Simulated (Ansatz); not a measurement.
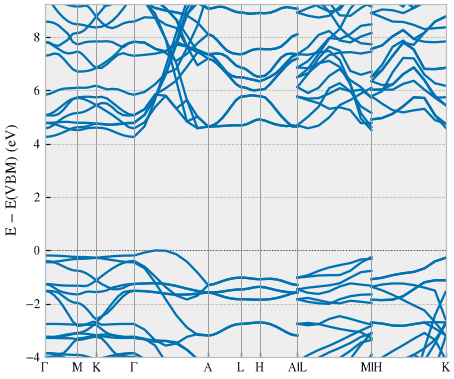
Figure. Band structure from PBE (plane waves, PAW; program Ansatz)

**Question.** Read off the gap and where the band edges lie.

**Answer.** About 4.3 eV (4.25 eV by a search for the band edges); maximum on the Γ–A line, 34 % of the way from Γ, minimum at Γ.

The material is Si3N4 in space group P6_3/m (No. 176; Si on 6h, N on 2d, N on 6h).

The cell was relaxed with PBE under the symmetry of its start.

Potentials: the earlier of the program's two PAW sets.
